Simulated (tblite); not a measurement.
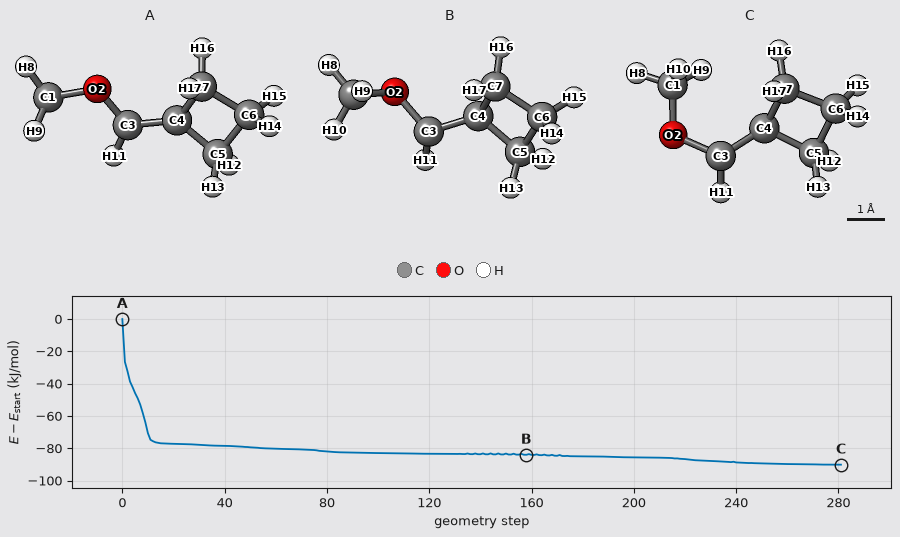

Frames of a relaxation of C6H10O (charge −1, multiplicity 2), marked on the history of the run. A ball-and-stick model, seen at a tilt.

Level of theory: GFN2-xTB geometry optimisation, gas phase (tblite 0.8.0). 

Question: What happens along the run?

Answer: H9 moves most after the best rigid fit: 2.68 Å. Largest moves by element: H 2.68 Å, O 1.47 Å, C 0.98 Å. Among the contacts that change: O2–C3 1.356 → 1.480 Å, C4–C7 1.450 → 1.536 Å, C4–C5 1.454 → 1.523 Å, C1–O2 1.434 → 1.378 Å. Among the angles between lasting bonds that change: O2–C3–H11 119.7° → 104.2°, C3–C4–C5 131.6° → 120.9°, C4–C3–H11 123.8° → 114.2°. After 281 geometry steps the energy has fallen by 90.1 kJ/mol. The run took 1.2 s on 1 thread of Arm Neoverse V2 (shared host). From step 0 to 158: H9 moves most (1.60 Å), energy −84.0 kJ/mol. From step 158 to 281: H9 moves most (2.09 Å), energy −6.12 kJ/mol.
